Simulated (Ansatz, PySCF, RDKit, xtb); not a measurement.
# C2H5Al: a search for the lowest isomer, part 2 of 2

Given the formula C2H5Al and nothing else, which arrangement of the atoms is the most stable in the gas at 298.15 K, and what are its properties?

xtb, Ansatz and PySCF; isolated molecules. The steps go on from the part before.

### 11 Putting it together

Energies in kcal/mol from c717; G adds the thermal terms to the CCSD(T)/def2-TZVP energy. The columns left of the relaxed level are at the tight-binding geometries.

```tsv
label	SMILES	spin	GFN2-xTB	HF/STO-3G	r2SCAN-D4/def2-SVP	r2SCAN-D4/def2-TZVP	HF/def2-TZVP	MP2/def2-TZVP	CCSD(T)/def2-TZVP	G	share at equilibrium	T1
c717	C=[CH][AlH2]	singlet	0.0	0.0	0.0	0.0	0.0	0.0	0.0	0.0	51.2 %	0.011
c009	C[CH2][Al]	singlet	24.8	-9.5	-4.7	-2.5	0.0	-3.7	-4.6	0.0	48.8 %	0.011
c937	[CH2]1[CH2][AlH]1	singlet	30.8	21.9	16.1	15.7	27.9	17.4	19.6	22.1	< 0.1 %	0.011
```

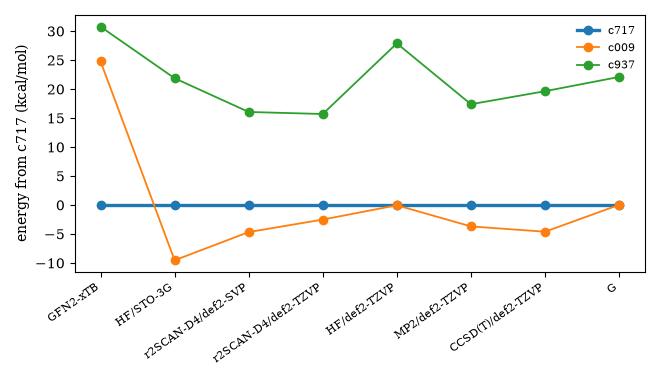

The finalists at each level, measured from c717.

Lowest found: c717, `C=[CH][AlH2]`, a singlet of point group Cs. Bond lengths: C1–C2 1.341 Å, C2–Al3 1.938 Å, C1–H4 1.090 Å, C1–H5 1.089 Å, Al3–H6 1.587 Å, C2–H7 1.091 Å, Al3–H8 1.587 Å. Angles: C1–C2–Al3 119.8°, C1–C2–H7 116.4°, Al3–C2–H7 123.8°, C2–C1–H4 123.1°, C2–C1–H5 121.7°, C2–Al3–H6 116.7°, C2–Al3–H8 122.0°, H4–C1–H5 115.2°, H6–Al3–H8 121.2°.

```xyz
8

C     0.7444    0.3601   -1.4720
C     0.1798   -0.8297   -1.2217
Al   -0.3769   -1.2720    0.5813
H     1.0769    0.6637   -2.4642
H     0.9021    1.0951   -0.6842
H    -0.1273   -0.1703    1.6965
H     0.0634   -1.4998   -2.0748
H    -1.0499   -2.6643    0.9360
```

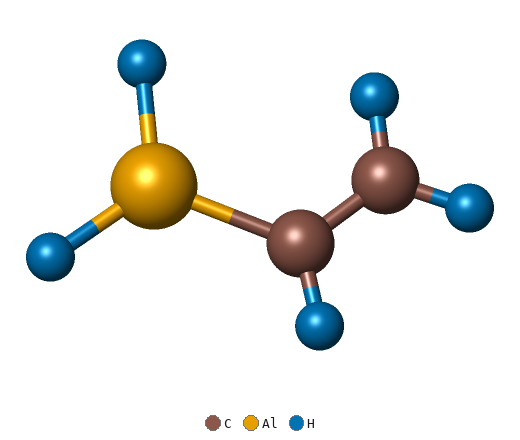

The lowest structure found, seen from a chosen angle (carbon brown, aluminium amber, hydrogen blue).

### 12 Density, orbitals and dipole (PBE0/def2-TZVPD)

input.yaml reads:

```yaml
crystal:
  periodic: [false, false, false]
  atoms:
    - symbol: C
      position_ang: [0.744438, 0.360074, -1.472030]
    - symbol: C
      position_ang: [0.179776, -0.829671, -1.221716]
    - symbol: Al
      position_ang: [-0.376886, -1.272023, 0.581274]
    - symbol: H
      position_ang: [1.076892, 0.663731, -2.464203]
    - symbol: H
      position_ang: [0.902095, 1.095075, -0.684158]
    - symbol: H
      position_ang: [-0.127315, -0.170262, 1.696462]
    - symbol: H
      position_ang: [0.063377, -1.499833, -2.074797]
    - symbol: H
      position_ang: [-1.049947, -2.664330, 0.936008]
basis:
  gaussian:
    orbitals: def2-TZVPD
hamiltonian:
  xc: pbe0
output:
  forces: true
  orbitals: {seedname: orbitals}
```

Launch:

```sh
ansatz run input.yaml --threads 2 --pin off --max-ram 4350MiB --events-out events.jsonl --progress --plain --runs-dir runs
```

The program printed (excerpt; [...] marks lines left out):

```text
Warning: RAYON_NUM_THREADS=2 ignored (pool sized by the plan → 2); use --threads N
Functional definition: PBE0
  name "PBE0"
[...]
897 factors; their error is unknown
[...]
mean field -8746.24212001 eV, -321.4184694945 hartree, gradient 1.9e-5 eV, S^2 0.000000; 0 other end points of the search recorded, 0 dependent functions left out
[...]
reference -8746.24215777 eV, -321.4184708821 hartree; 15, 15 occupied and 147, 147 virtual orbitals, 897 factors
Total energy: -8746.24215777 eV, -321.4184708821 hartree
Atom 0 at     0.744438     0.360074    -1.472030 Å, force    -0.070790    -0.140698     0.050068 eV/Å
Atom 1 at     0.179776    -0.829671    -1.221716 Å, force     0.090348     0.164525    -0.094869 eV/Å
Atom 2 at    -0.376886    -1.272023     0.581274 Å, force     0.006725     0.006735    -0.018726 eV/Å
Atom 3 at     1.076892     0.663731    -2.464203 Å, force    -0.010566    -0.017232     0.014970 eV/Å
Atom 4 at     0.902095     1.095075    -0.684158 Å, force    -0.003878    -0.012062    -0.006796 eV/Å
Atom 5 at    -0.127315    -0.170262     1.696462 Å, force     0.001126     0.011585     0.019047 eV/Å
Atom 6 at     0.063377    -1.499833    -2.074797 Å, force    -0.004618     0.003445     0.029984 eV/Å
Atom 7 at    -1.049947    -2.664330     0.936008 Å, force    -0.008348    -0.016297     0.006323 eV/Å
Dipole moment:     0.056785     0.057355    -0.157878 e Å
```

It took 5.4 s on 2 threads of Intel Xeon at 2.50GHz (Skylake/Cascade Lake), shared host.

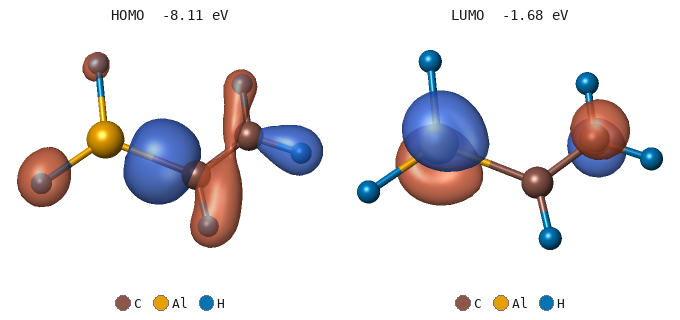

Frontier orbitals of this run, surfaces at ±0.2 Å^-3/2.

### 13 Frequencies after a tight-binding relaxation (GFN2-xTB)

start.xyz reads:

```xyz
8
c717
C      0.744438     0.360074    -1.472030
C      0.179776    -0.829671    -1.221716
Al    -0.376886    -1.272023     0.581274
H      1.076892     0.663731    -2.464203
H      0.902095     1.095075    -0.684158
H     -0.127315    -0.170262     1.696462
H      0.063377    -1.499833    -2.074797
H     -1.049947    -2.664330     0.936008
```

Launch:

```sh
xtb start.xyz --gfn 2 --ohess tight
```

The program printed (excerpt; [...] marks lines left out):

```text
* xtb version 6.7.1
[...]
          :  # basis functions                  23          :
[...]
          :  # electrons                        16          :
[...]
          :  Hamiltonian                  GFN2-xTB          :
[...]
          :  net charge                          0          :
          :  unpaired electrons                  0          :
[...]
   *** convergence criteria satisfied after 13 iterations ***
[...]
   *** GEOMETRY OPTIMIZATION CONVERGED AFTER 11 ITERATIONS ***
[...]
   *** convergence criteria satisfied after 3 iterations ***
[...]
         ::                     SUMMARY                     ::
         :::::::::::::::::::::::::::::::::::::::::::::::::::::
         :: total energy              -7.837652111379 Eh    ::
         :: gradient norm              0.000266907703 Eh/a0 ::
         :: HOMO-LUMO gap              3.910327611979 eV    ::
         ::.................................................::
         :: SCC energy                -7.959355309947 Eh    ::
         :: -> isotropic ES            0.024584709945 Eh    ::
         :: -> anisotropic ES          0.005033706507 Eh    ::
         :: -> anisotropic XC         -0.002359843904 Eh    ::
         :: -> dispersion             -0.003397873700 Eh    ::
         :: repulsion energy           0.121703198568 Eh    ::
         :: add. restraining           0.000000000000 Eh    ::
         :: total charge               0.000000000000 e     ::
         :::::::::::::::::::::::::::::::::::::::::::::::::::::
[...]
         8        2.0000           -0.3853466             -10.4858 (HOMO)
         9                         -0.2416450              -6.5755 (LUMO)
[...]
     #   Z          covCN         q      C6AA      α(0)
     1   6 C        2.940    -0.060    29.496     8.907
     2   6 C        2.743    -0.140    31.567     9.199
     3  13 Al       2.708     0.361    93.786    19.754
     4   1 H        0.925     0.039     2.457     2.451
     5   1 H        0.925     0.057     2.231     2.336
     6   1 H        0.880    -0.163     8.409     4.539
     7   1 H        0.924     0.053     2.282     2.362
     8   1 H        0.880    -0.148     7.619     4.321
[...]
          | TOTAL ENERGY               -7.837652111366 Eh   |
          | TOTAL ENTHALPY             -7.779619253535 Eh   |
          | TOTAL FREE ENERGY          -7.812920968390 Eh   |
          | GRADIENT NORM               0.000266943891 Eh/α |
[...]
```

It took 0.27 s on 2 threads of Intel Xeon at 2.50GHz (Skylake/Cascade Lake), shared host.

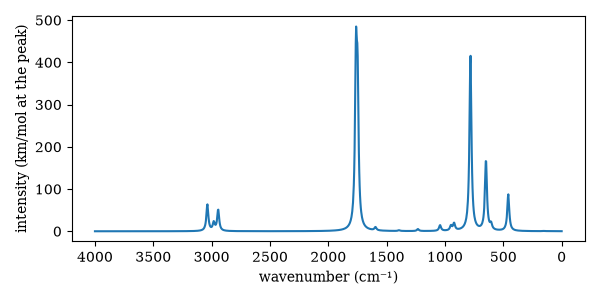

Harmonic infrared spectrum, unscaled, lines broadened by 10 cm⁻¹.

### 14 Electronic excitations (TD-B3LYP/def2-SVPD)

An in-house driver calls PySCF's response routines at TD-B3LYP/def2-SVPD; it has no typed input.

The program printed:

```text
coarse grid: 6896 points
cycle   1  E = -321.4120736700  dE = -3.828e-02  |g| = 3.581e-01  |ddm| = 3.480e+00
cycle   2  E = -321.3900617477  dE =  2.201e-02  |g| = 4.494e-01  |ddm| = 1.044e+00
cycle   3  E = -321.4494523802  dE = -5.939e-02  |g| = 4.924e-02  |ddm| = 5.895e-01
cycle   4  E = -321.4499010986  dE = -4.487e-04  |g| = 3.440e-02  |ddm| = 9.378e-02
cycle   5  E = -321.4502298758  dE = -3.288e-04  |g| = 4.318e-03  |ddm| = 4.044e-02
cycle   6  E = -321.4502358730  dE = -5.997e-06  |g| = 3.845e-04  |ddm| = 6.946e-03
final grid: 61168 points
cycle   7  E = -321.5005824298  dE = -1.059e-05  |g| = 3.202e-03  |ddm| = 5.136e-02
cycle   8  E = -321.5005806747  dE =  1.755e-06  |g| = 4.026e-03  |ddm| = 8.962e-03
cycle   9  E = -321.5005854294  dE = -4.755e-06  |g| = 1.312e-04  |ddm| = 4.731e-03
cycle  10  E = -321.5005854344  dE = -5.015e-09  |g| = 4.937e-05  |ddm| = 3.508e-04
cycle  11  E = -321.5005854347  dE = -3.297e-10  |g| = 3.420e-05  |ddm| = 1.011e-04
cycle  12  E = -321.5005854350  dE = -3.348e-10  |g| = 3.961e-06  |ddm| = 4.432e-05
converged SCF energy = -321.5005854350

Static polarisability (au): isotropic 54.895, principal 40.993 53.016 70.675

Singlet excitations
state   eV       nm        f      main configurations
  1   4.8524    255.5   0.00129   H-1->L 0.99
  2   5.1657    240.0   0.00015   H-2->L 0.99
  3   5.5781    222.3   0.14049   H->L 0.94
  4   6.6731    185.8   0.00494   H-1->L+1 0.98
  5   7.2427    171.2   0.00054   H-2->L+1 0.94
  6   7.2981    169.9   0.05250   H->L+2 0.78, H-3->L 0.12
  7   7.4009    167.5   0.04094   H-1->L+2 0.85, H->L+1 0.10
  8   7.4709    166.0   0.05389   H-3->L 0.78, H->L+2 0.11

Triplet excitations (Tamm-Dancoff, eV): 3.9550 4.4568 4.8046
```

Wall time 11 s (2 threads of Intel Xeon at 2.50GHz (Skylake/Cascade Lake), shared host).

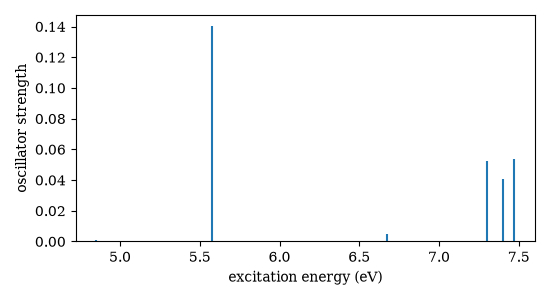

Vertical excitations as sticks.

The roots found:

```tsv
excited state	energy (eV)	strength
1	4.852	0.0013
2	5.166	0.0001
3	5.578	0.1405
4	6.673	0.0049
5	7.243	0.0005
6	7.298	0.0525
7	7.401	0.0409
8	7.471	0.0539
```

### 15 NMR shieldings (GIAO PBE0/pcSseg-1)

An in-house driver calls PySCF's response routines at GIAO PBE0/pcSseg-1; it has no typed input.

The program printed:

```text
coarse grid: 6896 points
cycle   1  E = -321.3170148234  dE = -2.163e-02  |g| = 3.274e-01  |ddm| = 2.424e+00
cycle   2  E = -321.3076063492  dE =  9.408e-03  |g| = 3.776e-01  |ddm| = 5.687e-01
cycle   3  E = -321.3469282208  dE = -3.932e-02  |g| = 4.343e-02  |ddm| = 3.477e-01
cycle   4  E = -321.3472396159  dE = -3.114e-04  |g| = 2.961e-02  |ddm| = 5.643e-02
cycle   5  E = -321.3474730476  dE = -2.334e-04  |g| = 3.396e-03  |ddm| = 2.375e-02
cycle   6  E = -321.3474761475  dE = -3.100e-06  |g| = 4.677e-04  |ddm| = 3.510e-03
final grid: 61168 points
cycle   7  E = -321.3648903471  dE = -6.929e-06  |g| = 4.963e-03  |ddm| = 1.151e-02
cycle   8  E = -321.3648880642  dE =  2.283e-06  |g| = 5.710e-03  |ddm| = 8.739e-03
cycle   9  E = -321.3648971717  dE = -9.107e-06  |g| = 2.141e-04  |ddm| = 4.769e-03
cycle  10  E = -321.3648971791  dE = -7.369e-09  |g| = 7.891e-05  |ddm| = 2.775e-04
cycle  11  E = -321.3648971803  dE = -1.272e-09  |g| = 3.807e-05  |ddm| = 8.523e-05
cycle  12  E = -321.3648971807  dE = -3.712e-10  |g| = 3.235e-06  |ddm| = 2.665e-05
converged SCF energy = -321.3648971807

GIAO shielding tensors (ppm)
atom      isotropic    diamagn.    paramagn.     s11        s22        s33       span
  0 C       27.411     254.361    -226.950   -104.469     26.906    159.794    264.263
  1 C       31.567     257.233    -225.666    -96.834      5.904    185.631    282.466
  2 Al     299.074     795.525    -496.451    246.671    283.510    367.040    120.369
  3 H       24.311      28.699      -4.388     21.236     24.227     27.471      6.235
  4 H       24.763      31.890      -7.128     21.271     24.701     28.316      7.044
  5 H       26.218      29.148      -2.931     24.637     24.808     29.208      4.570
  6 H       24.431      29.822      -5.392     20.796     25.604     26.892      6.096
  7 H       26.013      28.398      -2.385     24.197     24.213     29.629      5.432
```

Wall time 8.4 s (2 threads of Intel Xeon at 2.50GHz (Skylake/Cascade Lake), shared host).

Isotropic shieldings (absolute, not shifts):

```tsv
atoms	shielding (ppm)
C1	27.4
C2	31.6
Al3	299.1
H4	24.31
H5	24.76
H6	26.22
H7	24.43
H8	26.01
```

### 16 The cation at the same geometry (PBE0/def2-TZVPD)

input.yaml reads:

```yaml
crystal:
  periodic: [false, false, false]
  atoms:
    - {symbol: C, position_ang: [0.744438, 0.360074, -1.472030]}
    - {symbol: C, position_ang: [0.179776, -0.829671, -1.221716]}
    - {symbol: Al, position_ang: [-0.376886, -1.272023, 0.581274]}
    - {symbol: H, position_ang: [1.076892, 0.663731, -2.464203]}
    - {symbol: H, position_ang: [0.902095, 1.095075, -0.684158]}
    - {symbol: H, position_ang: [-0.127315, -0.170262, 1.696462]}
    - {symbol: H, position_ang: [0.063377, -1.499833, -2.074797]}
    - {symbol: H, position_ang: [-1.049947, -2.664330, 0.936008]}
basis:
  gaussian: {orbitals: def2-TZVPD}
total_charge: 1
magnetization: {spin_polarized: true, initial_magnetization: 1}
hamiltonian: {xc: {name: PBE0}}
```

Launch:

```sh
ansatz run input.yaml --threads 2 --pin off --max-ram 4350MiB --events-out events.jsonl --progress --plain --runs-dir runs
```

The program printed (excerpt; [...] marks lines left out):

```text
Warning: RAYON_NUM_THREADS=2 ignored (pool sized by the plan → 2); use --threads N
Functional definition: PBE0
  name "PBE0"
[...]
897 factors; their error is unknown
[...]
mean field -8736.02279664 eV, -321.0429162877 hartree, gradient 2.7e-6 eV, S^2 0.757698; 10 other end points of the search recorded, 0 dependent functions left out
reference -8736.02282843 eV, -321.0429174558 hartree; 15, 14 occupied and 147, 148 virtual orbitals, 897 factors
Total energy: -8736.02282843 eV, -321.0429174558 hartree
```

Run time: 71 s. Hardware: 2 threads of Intel Xeon at 2.50GHz (Skylake/Cascade Lake), shared host.

Difference from the parent: 10.22 eV.

### 17 The anion at the same geometry (PBE0/def2-TZVPD)

input.yaml, as its differences from that of step 16:

```diff
@@ -12,5 +12,11 @@
 basis:
-  gaussian: {orbitals: def2-TZVPD}
-total_charge: 1
-magnetization: {spin_polarized: true, initial_magnetization: 1}
-hamiltonian: {xc: {name: PBE0}}
+  gaussian:
+    orbitals: def2-TZVPD
+total_charge: -1
+magnetization:
+  spin_polarized: true
+  initial_magnetization: 1
+hamiltonian:
+  xc: {name: PBE0}
+scf:
+  lower_state_search: "off"
```

Launch:

```sh
ansatz run input.yaml --threads 2 --pin off --max-ram 4350MiB --events-out events.jsonl --progress --plain --runs-dir runs
```

The program printed (excerpt; [...] marks lines left out):

```text
Warning: RAYON_NUM_THREADS=2 ignored (pool sized by the plan → 2); use --threads N
Functional definition: PBE0
  name "PBE0"
[...]
897 factors; their error is unknown
[...]
mean field -8746.37049097 eV, -321.4231870403 hartree, gradient 5.2e-6 eV, S^2 0.762422; 0 other end points of the search recorded, 0 dependent functions left out
reference -8746.37052992 eV, -321.4231884717 hartree; 16, 15 occupied and 146, 147 virtual orbitals, 897 factors
Total energy: -8746.37052992 eV, -321.4231884717 hartree
Checks for a lower state left out: stability, starts, cluster_reference, orbital_swaps, neighbouring_geometries, increment
```

Wall time 5.1 s (2 threads of Intel Xeon at 2.50GHz (Skylake/Cascade Lake), shared host).

Parent less the species with the added electron: 0.13 eV.

### 18 The triplet at the same geometry (PBE0/def2-TZVPD)

input.yaml, as its differences from that of step 17:

```diff
@@ -1 +1,3 @@
+basis:
+  gaussian: {orbitals: def2-TZVPD}
 crystal:
@@ -11,12 +13,4 @@
     - {symbol: H, position_ang: [-1.049947, -2.664330, 0.936008]}
-basis:
-  gaussian:
-    orbitals: def2-TZVPD
-total_charge: -1
-magnetization:
-  spin_polarized: true
-  initial_magnetization: 1
-hamiltonian:
-  xc: {name: PBE0}
-scf:
-  lower_state_search: "off"
+total_charge: 0
+hamiltonian: {xc: pbe0}
+magnetization: {spin_polarized: true, initial_magnetization: 2}
```

Launch:

```sh
ansatz run input.yaml --threads 2 --pin off --max-ram 4350MiB --events-out events.jsonl --progress --plain --runs-dir runs
```

The program printed:

```text
Warning: RAYON_NUM_THREADS=2 ignored (pool sized by the plan → 2); use --threads N
Functional definition: PBE0
  name "PBE0"
  parameter a = 0.25
  parameter kappa = 0.804
  parameter beta = 0.06672455060314922
  exchange = (1 - a)*pbe_x(kappa = kappa, mu = beta*pi^2/3) + a*exact_x
  correlation = pbe_c(beta = beta)
897 factors; their error is unknown
mean field evaluation 1: about -8724.4363 eV, gradient 5.2e1 eV
mean field evaluation 2: about -8555.7851 eV, gradient 1.3e2 eV
mean field evaluation 4: about -8736.8083 eV, gradient 2.4e1 eV
mean field evaluation 8: about -8742.3735 eV, gradient 1.6e0 eV
mean field evaluation 16: about -8742.4087 eV, gradient 3.6e-3 eV
mean field -8742.40867608 eV, -321.2775930285 hartree, gradient 3.4e-5 eV, S^2 2.007580; 2 other end points of the search recorded, 0 dependent functions left out
reference -8742.40871516 eV, -321.2775944647 hartree; 16, 14 occupied and 146, 148 virtual orbitals, 897 factors
Total energy: -8742.40871516 eV, -321.2775944647 hartree
```

It took 11 s on 2 threads of Intel Xeon at 2.50GHz (Skylake/Cascade Lake), shared host.

It lies 3.83 eV above the singlet.

### 19 Stability of the closed-shell solution (PBE0/def2-SVP)

run.py reads:

```python
from pyscf import gto, dft

mol = gto.Mole()
mol.atom = [
    ('C', (0.744438, 0.360074, -1.472030)),
    ('C', (0.179776, -0.829671, -1.221716)),
    ('Al', (-0.376886, -1.272023, 0.581274)),
    ('H', (1.076892, 0.663731, -2.464203)),
    ('H', (0.902095, 1.095075, -0.684158)),
    ('H', (-0.127315, -0.170262, 1.696462)),
    ('H', (0.063377, -1.499833, -2.074797)),
    ('H', (-1.049947, -2.664330, 0.936008)),
]
mol.charge = 0
mol.max_memory = 3100
mol.basis = 'def2-svp'
mol.verbose = 3
mol.build()

mf = dft.RKS(mol)
mf.xc = 'pbe0'
mf = mf.density_fit(auxbasis='def2-universal-jkfit')
mf.max_cycle = 100
mf.grids.level = 3
mf.kernel()
if not mf.converged:
    mf = mf.newton().run(mf.mo_coeff, mf.mo_occ)

etot = mf.e_tot
print('E(%s) = %.9f' % ('PBE0', etot))
mo_i, mo_e, stable_i, stable_e = mf.stability(internal=True, external=True, return_status=True)
print('stable: internal', stable_i, 'external', stable_e)
```

Launch:

```sh
OMP_NUM_THREADS=2 python run.py
```

The program printed:

```text
converged SCF energy = -321.24779487199
E(PBE0) = -321.247794872
<class 'pyscf.df.df_jk.DFRKS'> wavefunction is stable in the internal stability analysis
<class 'pyscf.df.df_jk.DFRKS'> wavefunction is stable in the real -> complex stability analysis
<class 'pyscf.df.df_jk.DFRKS'> wavefunction is stable in the RHF/RKS -> UHF/UKS stability analysis
stable: internal True external True
```

It took 49 s on 2 threads of Intel Xeon at 2.50GHz (Skylake/Cascade Lake), shared host.

### 20 Results

This closing draws on all 2 parts.

```
                                                      quantity                                                                     value
                                        lowest structure found                                                 C=[CH][AlH2], singlet, Cs
                                                 next finalist                             C[CH2][Al], singlet, 0.0 kcal/mol higher in G
                     share at equilibrium, among the finalists                                                                    51.2 %
                                                        funnel  23 starts, 13 minima at GFN2-xTB, 10 screening runs, 3 relaxed, 3 ranked
                                          CPU time of all runs                                                                    22 min
harmonic wavenumbers, lowest and highest (r2SCAN-D4/def2-TZVP)                                                         157 and 3160 cm⁻¹
                           rotational constants, same geometry                                                 1.264, 0.1793, 0.157 cm⁻¹
                               dipole moment (PBE0/def2-TZVPD)                                                                    0.85 D
                                 HOMO energy (PBE0/def2-TZVPD)                                                                  -8.11 eV
                                 LUMO energy (PBE0/def2-TZVPD)                                                                  -1.68 eV
                               HOMO–LUMO gap (PBE0/def2-TZVPD)                                                                   6.44 eV
                        lowest excitation (TD-B3LYP/def2-SVPD)                                                       4.85 eV (f = 0.001)
                  strongest of the states computed, same level                                                       5.58 eV (f = 0.140)
           lowest triplet excitation, same level, Tamm-Dancoff                                                                   3.96 eV
                                    vertical ionisation energy                                                                  10.22 eV
                                    vertical electron affinity                                                                   0.13 eV
                                 vertical triplet less singlet                                                                  +3.83 eV
```

The lowest structure found is `C=[CH][AlH2]`. Its margin of 0.0 kcal/mol is inside the likely error of CCSD(T)/def2-TZVP with harmonic terms (about 2 kcal/mol), so the order of the first two is not settled. The thermal terms turn the order: in electronic energy alone `C[CH2][Al]` is lowest. GFN2-xTB already puts its bonding pattern lowest among the structures in one piece; HF/STO-3G, r2SCAN-D4/def2-SVP, r2SCAN-D4/def2-TZVP, HF/def2-TZVP and MP2/def2-TZVP favour the singlet C[CH2][Al]. The largest share of the time went into the vibrations (56 %). Lowest found is not proven lowest: the search is finite, and each finalist counts with one conformer. Patterns outside the rules of the enumeration were met only by chance. The lowest isomer need not be the one that is made and kept in a bottle, which depends on barriers.
